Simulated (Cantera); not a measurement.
Input: 1 mol N2O, 0.5 mol SO2, 34 mol N2, equilibrated at 95.0 Pa.

These are equilibrium values from Cantera (NASA tables, ideal gas, pure condensed phases), not measurements of a reactor. Candidate condensed phases: S; 17 gas species. Kinetics and transport are ignored.

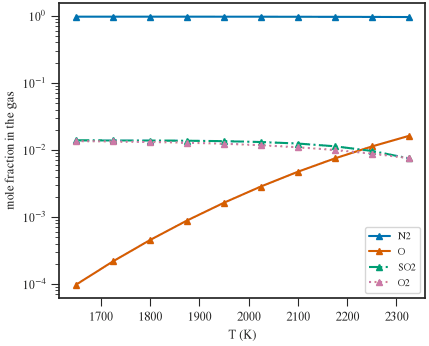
Equilibrium gas composition (values under 1e-9 drawn at 1e-9)

Read off the mole fractions at 2025 K.

N2 about 0.97, SO2 about 0.013, O2 about 0.012, O about 0.0028.
